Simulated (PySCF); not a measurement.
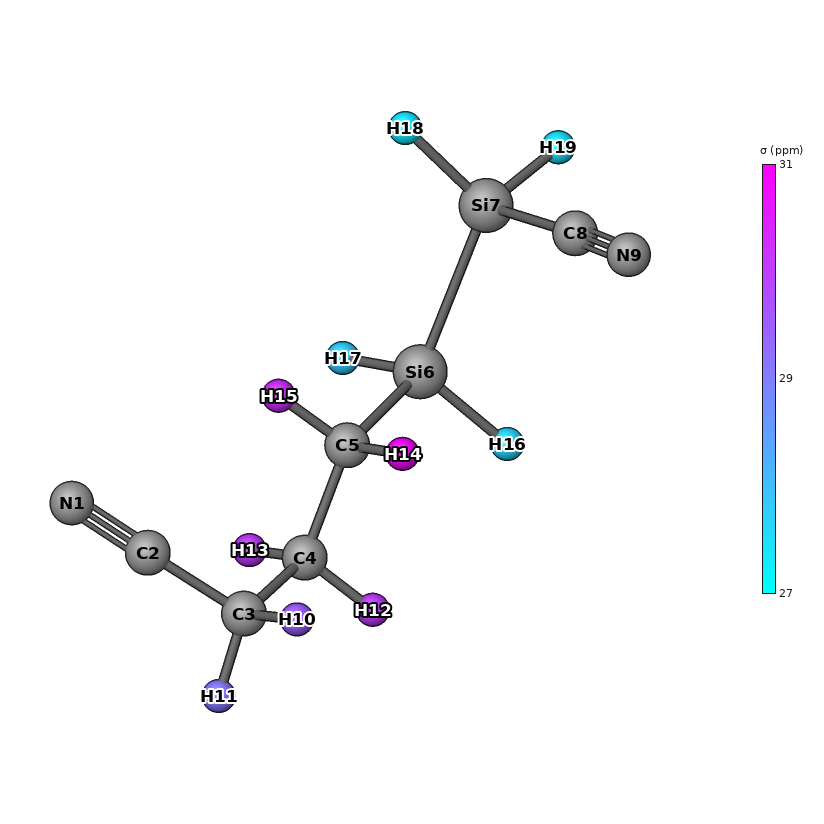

Atoms are coloured by their isotropic NMR shieldings (H only, the others grey). The geometry was computed by an optimisation with GFN2-xTB. No frequency run is at hand to confirm it as a minimum. Method: GIAO PBE0/pcSseg-1 NMR shielding, non-relativistic, gas phase (PySCF 2.14.0).

List the isotropic NMR shieldings of the H atoms.

```csv
atom,σ (ppm)
H10,29.51
H11,29.09
H12,30.03
H13,30.05
H14,30.83
H15,30.23
H16,27.64
H17,27.80
H18,27.40
H19,27.46
```

The geometry is semi-empirical. Around Si such bond lengths and angles can be off by a tenth of an ångström or more and by several degrees, and values that hang on the shape move with them.
